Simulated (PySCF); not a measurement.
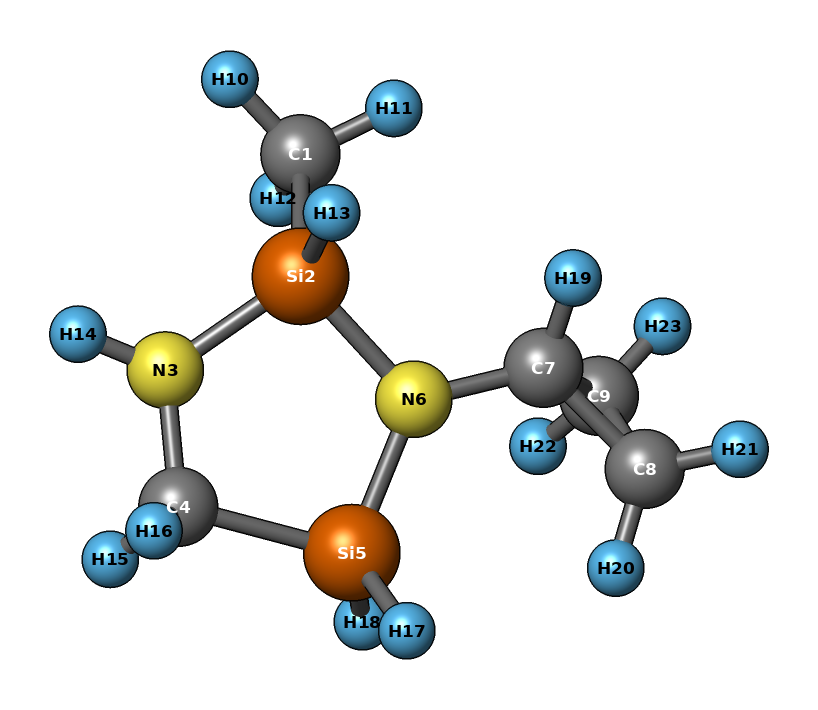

Every bond is drawn as one stick. Computed geometry: GFN2-xTB optimisation. No frequency run is at hand to confirm it as a minimum. Computed with PBE0/pcSseg-1 (PySCF 2.14.0).

List the Mayer bond orders of C1–Si2, Si2–N3, Si2–N6, N3–C4, C4–Si5, Si5–N6, N6–C7, C7–C8, C7–C9, C8–C9 (bonds between heavy atoms, one of each equivalent set).

```json
{"bond": "C1–Si2", "Mayer order": "0.93", "length (Å)": "1.893"}
{"bond": "Si2–N3", "Mayer order": "1.01", "length (Å)": "1.711"}
{"bond": "Si2–N6", "Mayer order": "0.86", "length (Å)": "1.750"}
{"bond": "N3–C4", "Mayer order": "0.95", "length (Å)": "1.449"}
{"bond": "C4–Si5", "Mayer order": "0.91", "length (Å)": "1.904"}
{"bond": "Si5–N6", "Mayer order": "0.97", "length (Å)": "1.720"}
{"bond": "N6–C7", "Mayer order": "0.94", "length (Å)": "1.420"}
{"bond": "C7–C8", "Mayer order": "0.99", "length (Å)": "1.495"}
{"bond": "C7–C9", "Mayer order": "0.95", "length (Å)": "1.503"}
{"bond": "C8–C9", "Mayer order": "0.95", "length (Å)": "1.502"}
```

The geometry is semi-empirical. Around Si such bond lengths and angles can be off by a tenth of an ångström or more and by several degrees, and values that hang on the shape move with them.
